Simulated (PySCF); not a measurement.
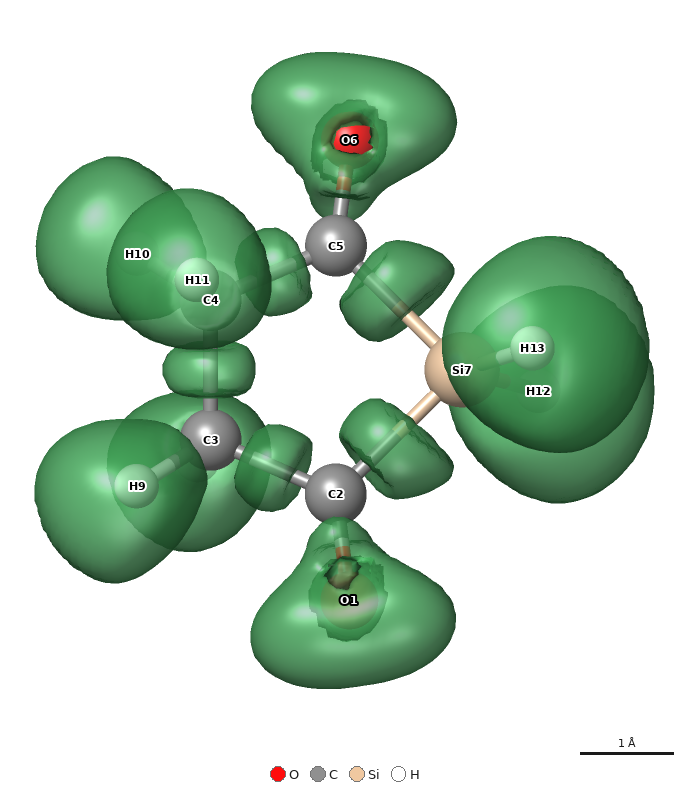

Figure. C₄H₆O₂Si. Isosurface of the electron localisation function at 0.75 (green), seen across its widest extent. Only the valence region is drawn (cores and ρ < 0.01 e/Å³ removed).

Geometry: GFN2-xTB.

Computed with PBE0/pcSseg-1, SCF density, gas phase, non-relativistic in PySCF 2.14.0.

The calculation's input:

```
{"job": {"kind": "nmr", "xc": "PBE0", "basis": "pcSseg-1"}, "charge": 0, "multiplicity": 1}
O      0.719686    -2.447378    -0.497013
C      0.445504    -1.283773    -0.340935
C     -0.976869    -0.752332    -0.391353
C     -1.097561     0.526701     0.430786
C      0.170265     1.355435     0.311118
O      0.189222     2.554406     0.436015
Si     1.664203     0.180718    -0.029159
H     -1.174277    -0.536932    -1.446259
H     -1.686030    -1.518467    -0.074068
H     -1.972131     1.117949     0.155229
H     -1.187493     0.277436     1.492899
H      2.415483     0.544935    -1.223378
H      2.485610    -0.018212     1.158390
```

Command:

```sh
OMP_NUM_THREADS=1 python probes_run.py task.json out
```

Question: What do the ELF domains correspond to?

Answer: At this value the surface marks out three regions between bonded C–C atoms (shared pairs), two regions between bonded C–Si atoms (shared pairs), six regions around hydrogen nuclei and two regions on O in which the atom's valence shell and bonds are merged.

Values along the shortest contacts:
C–O (1.21 Å): the ELF peaks at about 0.85 between the atoms; a multiple bond. C–C (1.52 Å): the ELF peaks at about 0.95 between the atoms; a covalent bond.
